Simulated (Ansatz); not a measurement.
```
Mg Ti B
1.0
     5.68789    0.00000    0.00000
     0.00000    5.68789    0.00000
     0.00000    0.00000    5.68789
Mg Ti B
6 2 8
Direct
  0.50000 0.00000 0.00000
  0.00000 0.50000 0.50000
  0.00000 0.50000 0.00000
  0.50000 0.00000 0.50000
  0.00000 0.00000 0.50000
  0.50000 0.50000 0.00000
  0.00000 0.00000 0.00000
  0.50000 0.50000 0.50000
  0.75000 0.25000 0.25000
  0.25000 0.75000 0.75000
  0.25000 0.75000 0.25000
  0.75000 0.25000 0.75000
  0.25000 0.25000 0.75000
  0.75000 0.75000 0.25000
  0.25000 0.25000 0.25000
  0.75000 0.75000 0.75000
```

Space group Im-3m; a structure generated by program, which may or may not match a known phase; computed without spin polarisation.

Level of theory: DFT PBE, scalar-relativistic, plane waves, PAW in Ansatz 0.2.0.

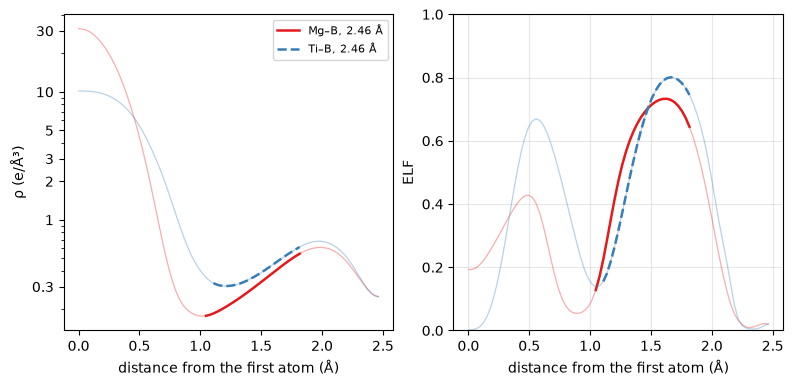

Mg₃TiB₄. Valence charge density (pseudo) and ELF along straight lines between neighbouring atoms. Thin, pale parts lie inside the atomic spheres.

Core electrons are frozen (PAW), and the valence fields are smoothed inside the atomic spheres.

### Compare the contacts.

Mg–B (2.46 Å): the density is about 0.21 e/Å³ at the midpoint; the ELF peaks at about 0.75 in the valence shell of B, 0.8 Å from its nucleus, and is about 0.45 at the midpoint.
Ti–B (2.46 Å): the density is about 0.3 e/Å³ at the midpoint; the ELF peaks at about 0.80 in the valence shell of B, 0.8 Å from its nucleus, and is about 0.30 at the midpoint.
